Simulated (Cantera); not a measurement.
Charge: 1 mol Pb, a varied amount of O2, 7.1 mol N2, 0.14 mol NH3, held at 1373 K and 12.0 Torr.

Method: chemical equilibrium by Gibbs-energy minimisation in Cantera with the NASA 1993 tables (ideal gas, pure condensed phases). Candidate condensed phases: H2O, Pb, PbO, PbO2, Pb3O4; 27 gas species. Gases not in the tables: (PbO)n polymers. Equilibrium is a limit: real reactors are often held back by kinetics, nucleation or transport.

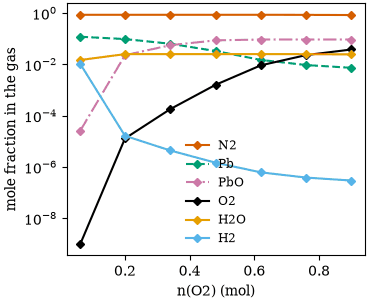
Equilibrium gas composition (values under 1e-9 drawn at 1e-9)

From 0.062 mol O2 to 0.48 mol O2 nothing is condensed. From 0.62 mol O2 to 0.9 mol O2 the condensed part is PbO(l).
